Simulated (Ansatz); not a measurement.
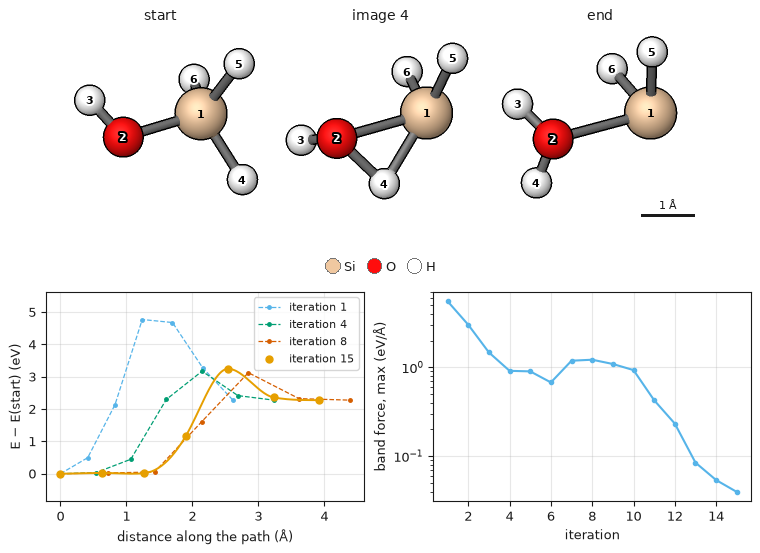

NEB run on SiH$_{4}$O. Images are numbered from 0 (start) to 6 (end). The plot follows the band through its iterations. A ball-and-stick model, seen at a tilt.

Method: RKS PBE0/def2-SVP (Ansatz). Run with 5 movable images; climbing image; force threshold 0.05 eV/Å; iteration limit 60; starting path through a guess of the saddle point.

Question: Did the band converge, and can the barrier be trusted?

Answer: The result is final at these settings. The band converged in 15 iterations. The largest component of the band force went from 5.5 to 0.04 eV/Å. The climbing image converged on the top of the path. Its vibrational analysis gives one imaginary mode (1479i cm⁻¹), as a transition state must have. The first iteration put the highest image at 4.77 eV. The energy climbs by 3.25 eV to image 4 and then falls by 0.97 eV, so the end point sits at +2.28 eV.

The run took 73 s on 1 thread of Arm Neoverse V2, with other jobs on the host, peak memory 0.094 GiB.
